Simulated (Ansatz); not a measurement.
# Response to strain in hypothetical P6_3/mmc SiS2

Consider SiS₂ in the 2H-MoS2 type structure (space group P6_3/mmc, No. 194; a = 3.224 Å, c = 12.153 Å; a hypothetical phase, not in the database extracts checked; layered, stacked along the Cartesian z axis). Axes: x lies along a and z along c of the hexagonal cell.

Strains are applied to the cell and any free atomic positions relax; under biaxial strain the out-of-plane vector relaxes too.

Level of theory: Kohn–Sham DFT with the r2SCAN+rVV10 functional, run in Ansatz (an electronic-structure program) with PAW and 500 eV plane waves, without spin-orbit coupling.

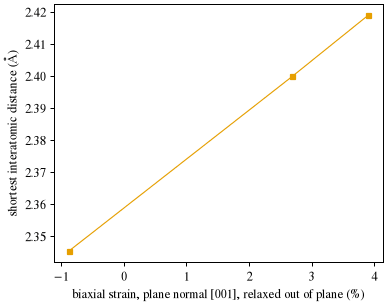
Fig. 1. Shortest interatomic distance against biaxial strain, plane normal [001], relaxed out of plane

| biaxial strain, plane normal [001], relaxed out of plane (%) | shortest interatomic distance |
|---|---|
| -0.87 | 4.432 bohr |
| 2.69 | 4.535 bohr |
| 3.9 | 4.571 bohr |

Whether these cells are dynamically stable was not tested. All final runs are without spin polarisation.
